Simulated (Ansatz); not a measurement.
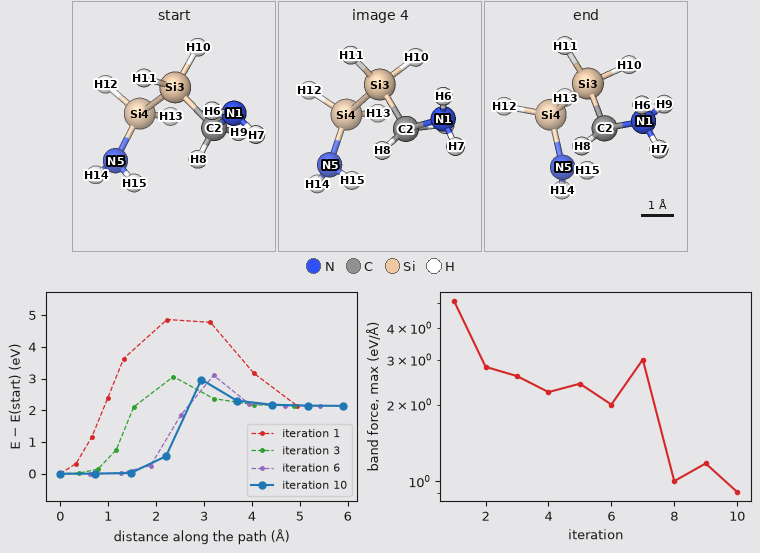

A nudged-elastic-band calculation for CH10N2Si2. Images are numbered from 0 (start) to 8 (end). The plot follows the band through its iterations. Style: ball-and-stick. Shown from a free direction.

Method: RKS PBE-D4/def2-SVP in Ansatz 0.2.0. Run with 7 movable images; climbing image; force threshold 0.05 eV/Å; iteration limit 10; starting path through a guess of the saddle point.

### Judge this run.

The result isn't final. The band hadn't converged when the run stopped after 10 iterations. The largest component of the band force went from 5.1 to 0.91 eV/Å. The barrier read from it is provisional: over the last two iterations the highest image moved from 2.72 eV to 2.97 eV. The iteration limit was low. The first iteration put the highest image at 4.86 eV. Forward barrier 2.97 eV, backward barrier 0.83 eV, with image 4 at the top; the reaction energy is +2.14 eV.

The run took 2.4 min on 2 threads of AMD EPYC 7R43 64-Core Processor (Zen 3), on a shared host, peak memory 0.2 GiB.
